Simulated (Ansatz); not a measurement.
C3H5NSi (SMILES [SiH3]C=C1C=N1)

```xyz
10

Si   -1.5682   -0.4457    0.2276
C     0.1777   -0.3337    0.8115
C     1.1227    0.2069    0.0607
C     1.7428    0.8235   -1.0141
N     2.5151    0.5486   -0.0350
H    -2.5009    0.2823    1.1316
H    -2.0388   -1.8568    0.1589
H    -1.6557    0.1535   -1.1321
H     0.4732   -0.7096    1.7875
H     1.8154    1.2799   -1.9937
```

Geometry: PBE0-D4/def2-TZVP.

The calculation used RKS PBE0-D4/def2-TZVPP in Ansatz.

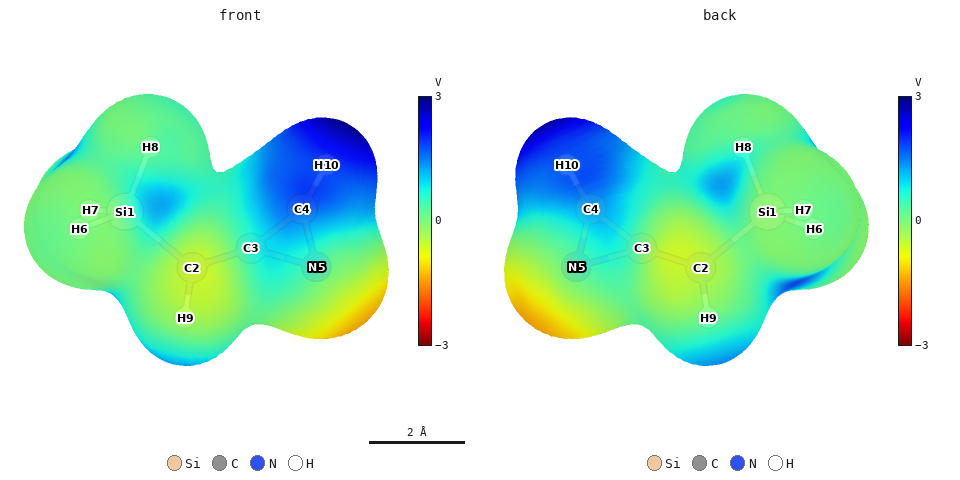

Figure 1. The electrostatic potential painted on the density surface at 0.004 e/bohr³, seen from the front and from behind; the colour scale runs from red (negative) to blue (positive).

Which sites attract a positive test charge, and which a negative one?

Answer. A positive charge is drawn to the negative regions and a negative charge to the positive ones. The most negative region (about −1.4 V, or −32 kcal/mol for a unit charge) lies over N5, the most positive (about +2.8 V, or +65 kcal/mol for a unit charge) over H10. N5 is the likeliest acceptor of a hydrogen bond.

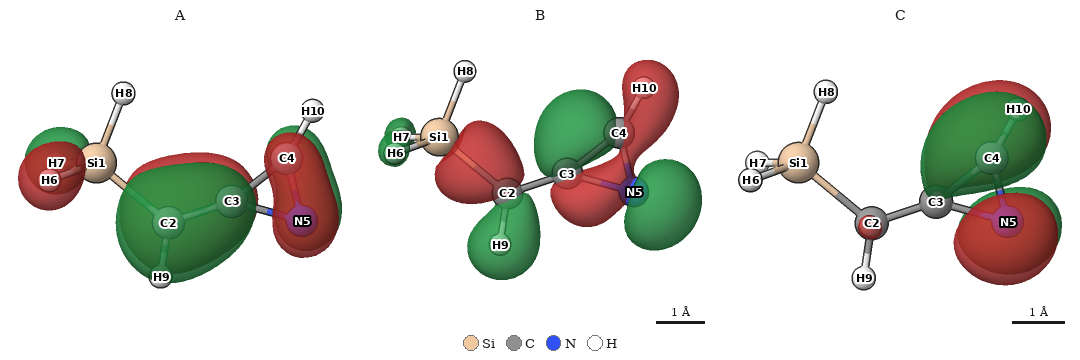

Figure 2. Three frontier orbitals at ±0.1 Å⁻³ᐟ² (green and red are the two phases), in no order.

Order the three orbitals by energy and name them.

Answer. B is the HOMO−1 (−8.31 eV). By Hirshfeld shares it lies mainly on N5 (about 35 %), C3 (about 15 %), C4 (about 15 %), C2 (about 15 %) and Si1 (about 10 %). A is the HOMO (−7.09 eV). By Hirshfeld shares it lies mainly on C2 (about 40 %), C3 (about 20 %), N5 (about 10 %) and C4 (about 5 %). C is the LUMO (−1.58 eV). Its weight (Hirshfeld) is mainly on C4 (about 40 %), N5 (about 40 %), C3 (about 10 %) and H10 (about 5 %); π-antibonding (π*) across C4–N5.

What is the HOMO–LUMO gap?

Answer. 5.51 eV between the orbital energies.

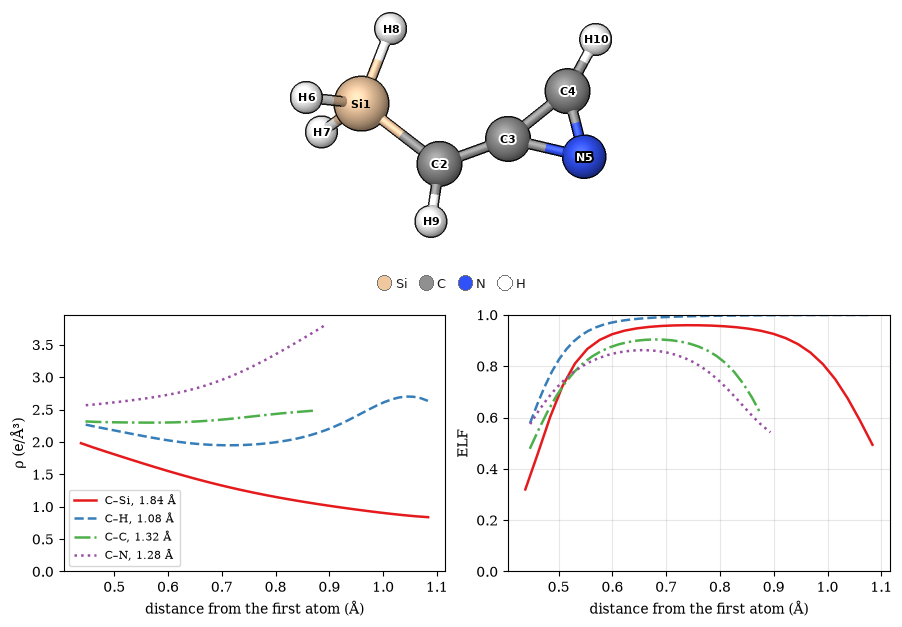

Figure 3. Total electron density and ELF along straight lines between neighbouring atoms. The curves leave out the atomic cores. The structure is drawn too.

Compare the contacts.

Answer. C–Si (1.84 Å): ρ is about 0.99 e/Å³ halfway; the ELF peaks at about 0.95 between the atoms; localised, covalent bonding.
C–H (1.08 Å): ρ is about 2.1 e/Å³ halfway; the ELF climbs to about 1 towards the hydrogen, as it does in any bond to H (a covalent bond by its length).
C–C (1.32 Å): ρ is about 2.3 e/Å³ halfway; the ELF peaks at about 0.90 between the atoms: a short, multiple covalent bond.
C–N (1.28 Å): ρ at the midpoint is about 2.8 e/Å³; the ELF peaks at about 0.85 between the atoms: a covalent bond.

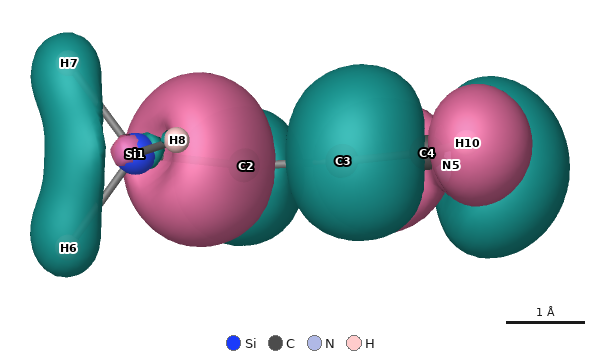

Figure 4. The HOMO−1 at ±0.08 Å⁻³ᐟ² (teal and pink are the two phases), seen from one side.

Describe this orbital and give its energy.

Answer. Its weight (Hirshfeld) is mainly on N5 (about 35 %), C3 (about 15 %), C4 (about 15 %), C2 (about 15 %) and Si1 (about 10 %). Its energy is −8.31 eV.
